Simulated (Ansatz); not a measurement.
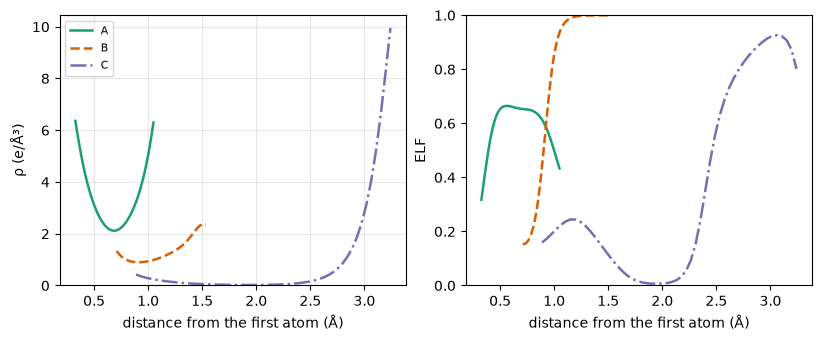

Figure 1: F2···GeH4. Electron density and electron localisation function along straight lines between neighbouring atoms. The curves leave out the atomic cores.

Geometry: PBE0-D4/def2-TZVP.

Computed with RKS PBE0-D4/def2-TZVPPD (Ansatz 0.2.0).

```yaml
atoms:
  - { symbol: F, position_ang: [0.5290, 0.2761, -2.4617] }
  - { symbol: F, position_ang: [-0.7011, -0.2619, -2.7622] }
  - { symbol: Ge, position_ang: [0.0343, -0.0029, 1.0440] }
  - { symbol: H, position_ang: [-0.1710, -0.1241, 2.5602] }
  - { symbol: H, position_ang: [-1.0471, 0.9114, 0.4538] }
  - { symbol: H, position_ang: [-0.0638, -1.3931, 0.4027] }
  - { symbol: H, position_ang: [1.4195, 0.5944, 0.7633] }
```

Which curve belongs to which contact (F–F, Ge–F and Ge–H)? The first atom named is at distance zero.

Curve A: F–F (1.38 Å): ρ is about 2.1 e/Å³ halfway; the ELF peaks at about 0.65 between the atoms. Curve B: Ge–H (1.53 Å): the density is about 1.1 e/Å³ at the midpoint; the ELF climbs to about 1 towards the hydrogen. Curve C: Ge3···F1 (3.55 Å): the density falls to about 0.02 e/Å³ on the way; the ELF dips to about 0 between them: a non-bonded, intermolecular contact.
